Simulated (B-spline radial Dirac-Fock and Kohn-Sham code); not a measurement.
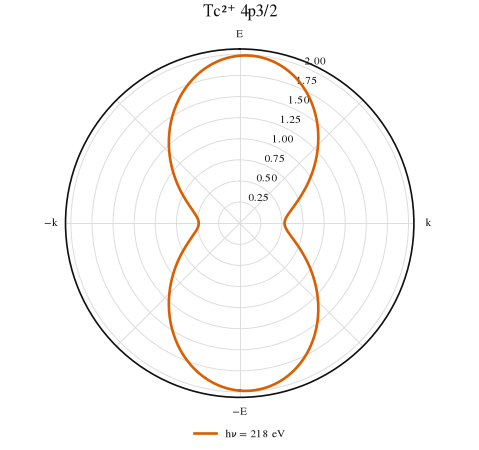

Angular distribution of photoelectrons from N3 (4p3/2) in the plane of the polarisation E (up) and the photon direction k (right), relative to an isotropic one. System: technetium in charge state +2 (Tc²⁺). Level of theory: a Dirac–Hartree–Slater potential; 1 + βP₂(cos θ) + (δ + γ cos²θ) sin θ cos φ with E1 and E1–E2 terms; calculated with a B-spline radial code. Open shells are averaged over j.

**Is the pattern at 218 eV symmetric between forward and backward?**

No: 45° forward of E it is 1.1 times the value 45° backward, from the non-dipole terms.

**What are β, γ and δ at 218 eV?**

β = 0.984, γ = 0.144, δ = 0.023.
